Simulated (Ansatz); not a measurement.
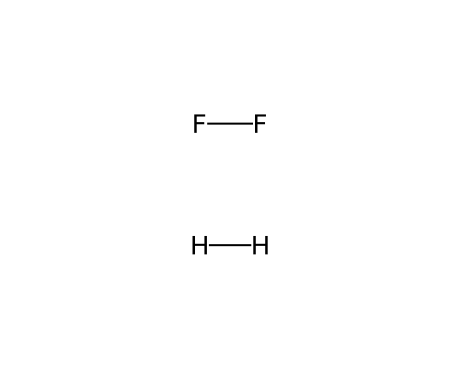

Structural formula above. Computed geometry: PBE0-D4/def2-TZVP optimisation. No frequency run is at hand to confirm it as a minimum.

Describe the 3D structure.

It has 4 atoms: 2 hydrogen and 2 fluorine (H₂F₂). As SMILES it reads `FF.[H][H]`. Judged by distances it falls into 2 fragments: H2, F2. The point group is Cs. All atoms lie on one plane.

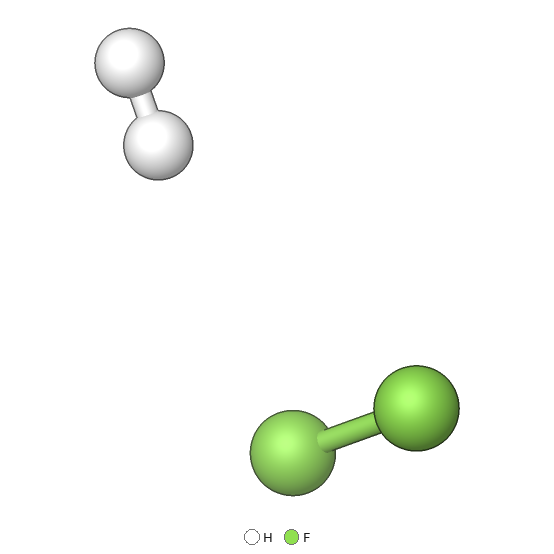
